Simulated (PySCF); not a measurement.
SMILES Cl[SiH](Cl)C[Si](Cl)(Cl)Cl at its PBE0/def2-SVP optimised geometry (Å):

```
11

Si     0.8001     0.3195     0.0000
Cl     2.8616     0.3195     0.0000
Cl     0.1316    -0.5893    -1.7198
C      0.2123    -0.6625     1.4838
Si    -1.4247    -0.1771     2.2033
Cl    -2.0177    -1.5229     3.6308
Cl    -1.2692     1.6754     3.0718
Cl    -2.8616    -0.0914     0.7438
H      0.3414     1.7277     0.0000
H      0.1751    -1.7277     1.1988
H      0.9646    -0.5613     2.2853
```

Calculation: PBE0/def2-TZVP run with PySCF 2.14.0. Cells within 0.4 Å of a nucleus heavier than hydrogen are left out (blank, or x).

Map of the electron localisation function on the plane z = 0.6 Å:

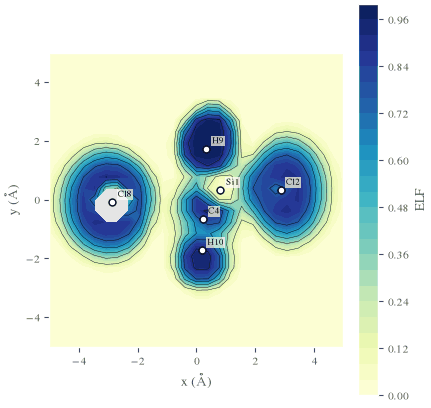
Electron localisation function on the plane z = 0.6 Å.
